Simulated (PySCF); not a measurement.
Al(Cl)3(OH2), H₂AlCl₃O, singlet at its B3LYP/def2-SVP optimised geometry (Å):

```
7

Al    -0.5787    -0.1528     0.0000
Cl    -1.5491    -1.7420     0.9899
Cl     1.5519    -0.1528     0.0000
Cl    -1.5519     1.7420     0.0000
O     -0.7860    -0.5002    -1.9290
H     -1.2662     0.2228    -2.3698
H      0.0813    -0.5953    -2.3611
```

Calculation: B3LYP/def2-TZVP in PySCF. Cells within 0.4 Å of a nucleus heavier than hydrogen are left out (blank, or x).

Map of the HOMO amplitude (bohr^(-3/2)) on the plane z = 0.0 Å; orbital energy -8.43 eV, overall sign arbitrary:

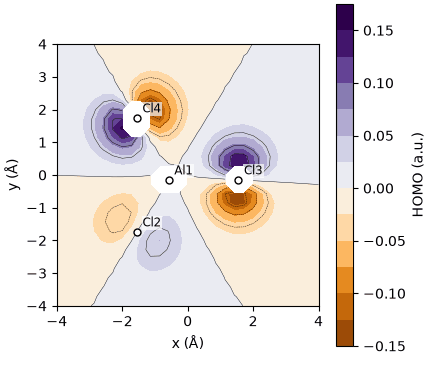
HOMO amplitude (bohr^(-3/2)) on the plane z = 0.0 Å.
